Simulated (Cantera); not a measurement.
Input: 1 mol SiCl4, 0.57 mol HCl, a varied amount of H2, held at 702 °C and 75.0 Torr.

Method: chemical equilibrium by Gibbs-energy minimisation in Cantera with the NASA 1993 tables (ideal gas, pure condensed phases). Candidate condensed phases: Si; 19 gas species. The tables' values for SiCl3 are old estimates; treat these amounts as uncertain. The numbers say what is thermodynamically allowed, not how fast it happens.

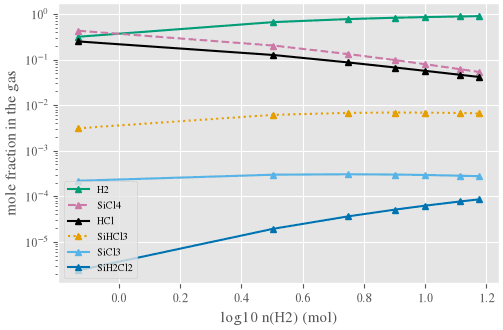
Fig. 1. Equilibrium gas composition (values under 1e-9 drawn at 1e-9)

### Question
Read off the mole fractions at 15 mol H2.

### Answer
H2 about 0.90, SiCl4 about 0.053, HCl about 0.042, SiHCl3 about 0.0066, SiCl3 about 0.00028, SiH2Cl2 about 8.5e-5.
